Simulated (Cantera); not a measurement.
Feed: 1 mol Ti, 2.3 mol CO, 1.7 mol CO2, at 1150 K.

Equilibrium computed with Cantera from the NASA thermochemical tables; the gas is ideal and each condensed phase is pure. Candidate condensed phases: C, Ti, TiC, TiO, TiO2, Ti2O3, Ti3O5, Ti4O7; 15 gas species. Mutual solubility and eutectic melting of coexisting phases are not modelled. Condensed phases not in the tables: Magnéli phases beyond Ti4O7. Kinetics and transport are ignored.

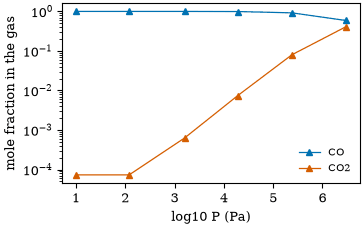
*Equilibrium gas composition (values under 1e-9 drawn at 1e-9)*

From 0.000100 bar to 0.00120 bar the condensed part is Ti3O5(s) + Ti4O7(s). From 0.0160 bar to 30.0 bar the condensed part is C(graphite) + TiO2(rutile).
